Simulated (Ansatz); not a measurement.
## A computed series for hypothetical diamond Rh: pressure series

Consider Rh in the diamond structure (space group Fd-3m, No. 227; a hypothetical phase, not in the database extracts checked).

```cif
data_Rh2
_chemical_formula_sum 'Rh2'
_space_group_name_H-M_alt 'P 1'
_space_group_IT_number 1
_cell_length_a 3.89835
_cell_length_b 3.89835
_cell_length_c 3.89835
_cell_angle_alpha 60.000
_cell_angle_beta 60.000
_cell_angle_gamma 60.000
loop_
_space_group_symop_operation_xyz
  'x, y, z'
loop_
_atom_site_label
_atom_site_type_symbol
_atom_site_fract_x
_atom_site_fract_y
_atom_site_fract_z
_atom_site_occupancy
Rh1 Rh 0.75000 0.75000 0.75000 1
Rh2 Rh 0.50000 0.50000 0.50000 1
```

Cell and atoms are relaxed at each pressure.

Computed with PBE in Ansatz (plane waves to 420 eV, PAW, no spin-orbit coupling).

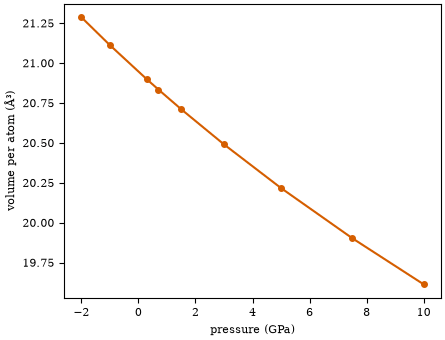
Volume against pressure

Question: Estimate the zero-pressure bulk modulus from the plot.

Answer: About 130 GPa; a third-order Birch–Murnaghan fit to the points gives V₀ = 20.95 Å³/atom, B₀ = 129 GPa and B₀′ = 5.0.

Load acts through the strain it causes; cell and atoms are relaxed under it. Whether these cells are dynamically stable was not tested. No other phases were tried under pressure. All final runs are without spin polarisation. Rh has a high density of states at the Fermi level and may be magnetic at this level.

Ansatz is a quantum-chemistry and plane-wave program.
